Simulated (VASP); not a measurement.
Band structure of CuAu (L1_0). Level of theory: RPBE GGA, VASP's PBE PAW potentials (set 64) (plane waves; VASP 6.6.1).

Unless said otherwise, spin-orbit coupling is left out, though it shifts the bands of the heavy elements here.

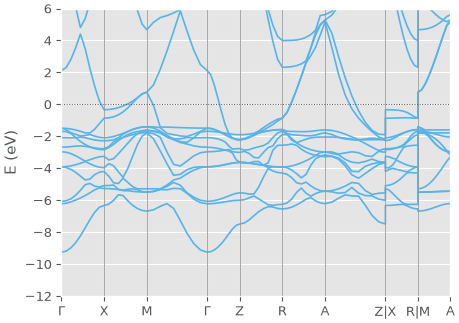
Fig. 1. Bands along high-symmetry lines, zero at the valence-band maximum or, without a gap, the Fermi level

Problem. Read the plot: is there a gap, and where are the band edges?

Solution. It has no gap at this level: it comes out as a metal or semimetal. (Edges off the drawn lines would not show.)

The compound is CuAu in the L1_0 structure. It was relaxed first, which changed the volume by +8 %.
